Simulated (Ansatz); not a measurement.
## Electronic structure of C$_{2}$H$_{8}$AlFSi in real space

Input file:

```
crystal:
  periodic: [false, false, false]
  atoms:
    - {symbol: C, position_ang: [-1.771979, 0.114796, -0.210684]}
    - {symbol: Si, position_ang: [0.085651, 0.157292, -0.417006]}
    - {symbol: C, position_ang: [0.759167, -1.584911, -0.403392]}
    - {symbol: F, position_ang: [0.377246, 0.758846, -1.896740]}
    - {symbol: Al, position_ang: [1.209544, 1.683115, 1.188225]}
    - {symbol: H, position_ang: [-2.228411, -0.510683, -0.983726]}
    - {symbol: H, position_ang: [-2.206038, 1.114678, -0.280525]}
    - {symbol: H, position_ang: [-2.043493, -0.303446, 0.763281]}
    - {symbol: H, position_ang: [0.582236, -2.053542, 0.569294]}
    - {symbol: H, position_ang: [1.835406, -1.602246, -0.589095]}
    - {symbol: H, position_ang: [0.269437, -2.194953, -1.168033]}
    - {symbol: H, position_ang: [2.359845, 1.169647, 2.163727]}
    - {symbol: H, position_ang: [0.791789, 3.216608, 1.279574]}
basis:
  gaussian: {orbitals: def2-TZVPP}
hamiltonian: {xc: pbe0, dispersion: d4}
output: {orbitals: {seedname: orbitals}}
```

Run with:

```sh
ansatz run in.yaml --threads 4 --pin off --events-out ev --progress --plain --max-ram 10444MiB
```

Geometry: PBE0-D4/def2-TZVP.

Theory: RKS PBE0-D4/def2-TZVPP (Ansatz 0.2.0).

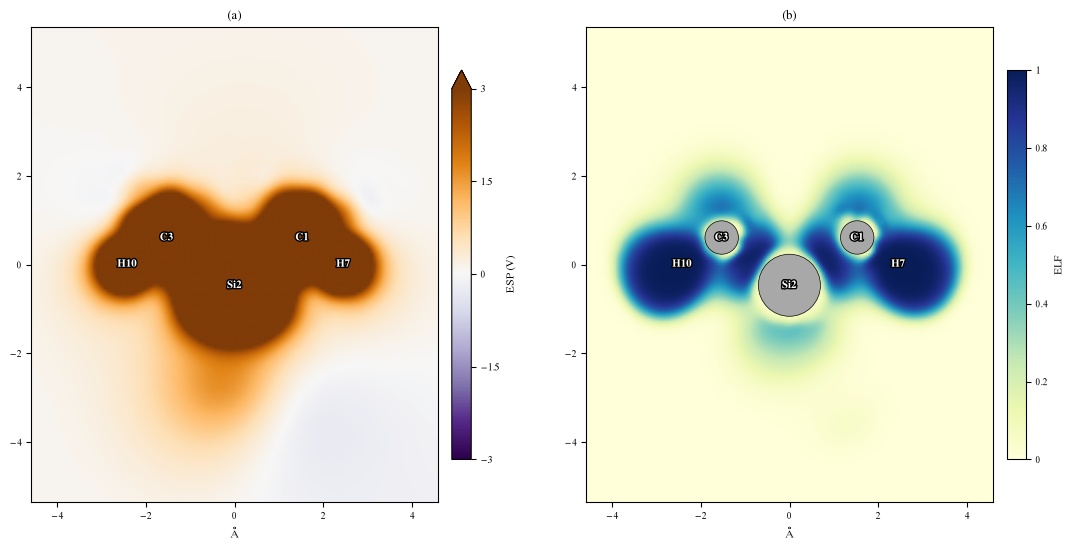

Figure 1. (a) electrostatic potential; (b) ELF on the plane of atoms C1, Si2 and C3. Grey discs cover the atomic cores in the ELF map.

### What does the map show?

Atoms in the plane: C, Si and H. C–Si (1.87 Å): the ELF peaks at about 0.95 between the atoms: a shared electron pair. C–H (1.09 Å): the ELF climbs to about 1 towards the hydrogen, as it does in any bond to H (a covalent bond by its length). The potential has no marked negative region in this plane.

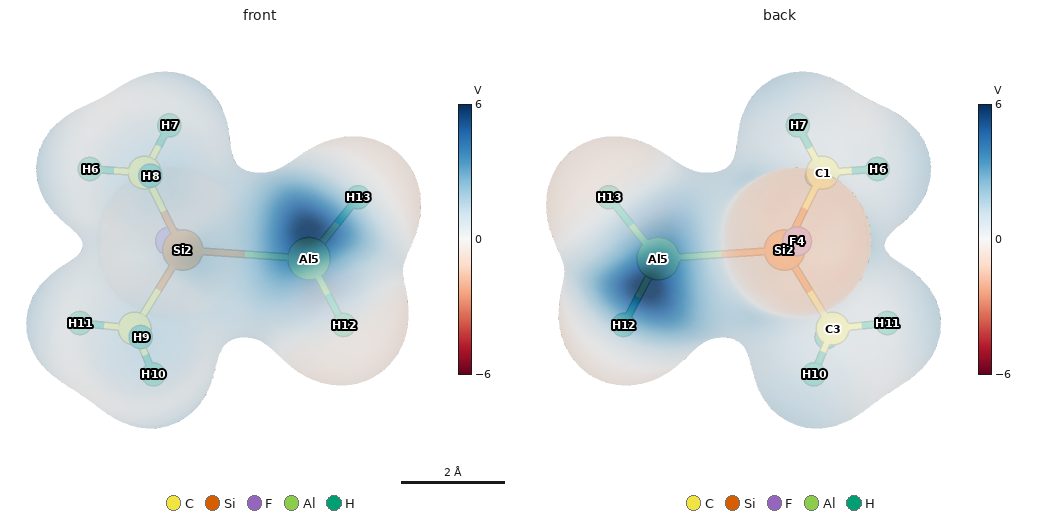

Figure 2. The electrostatic potential painted on the density surface at 0.004 e/bohr³, seen from the front and from behind; red is negative and blue positive.

### Describe the electrostatic potential map.

The most negative region (about −1.2 V, or −28 kcal/mol for a unit charge) lies over F4, the most positive (about +5.7 V, or +131 kcal/mol for a unit charge) over Al5.

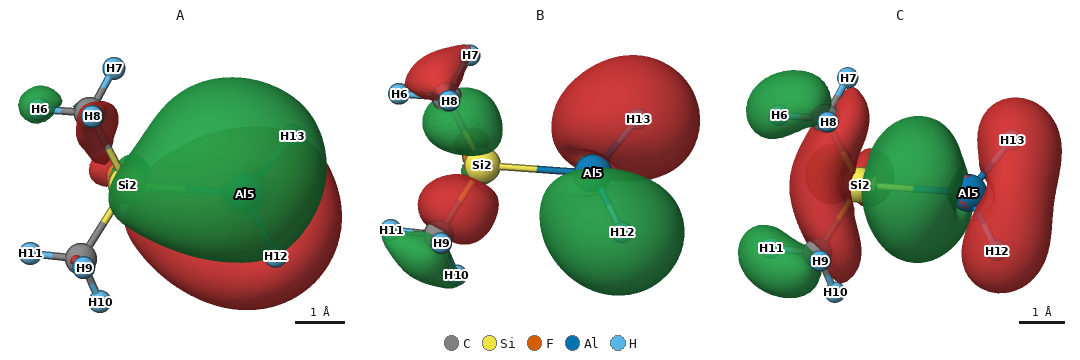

Figure 3. Three frontier orbitals at ±0.06 Å⁻³ᐟ² (green and red are the two phases), in no order.

### Order the three orbitals by energy and name them.

B is the HOMO−1 (−8.43 eV). By Hirshfeld shares it lies mainly on Al5 (about 30 %), H13 (about 30 %) and H12 (about 25 %). C is the HOMO (−7.09 eV). By Hirshfeld shares it lies mainly on Si2 (about 30 %), Al5 (about 30 %), C1 (about 5 %), C3 (about 5 %), H13 (about 5 %) and H12 (about 5 %). A is the LUMO (−2.07 eV). It lies mainly on Al5 (about 70 %) and Si2 (about 15 %).

### What is the HOMO–LUMO gap?

5.02 eV between the orbital energies.
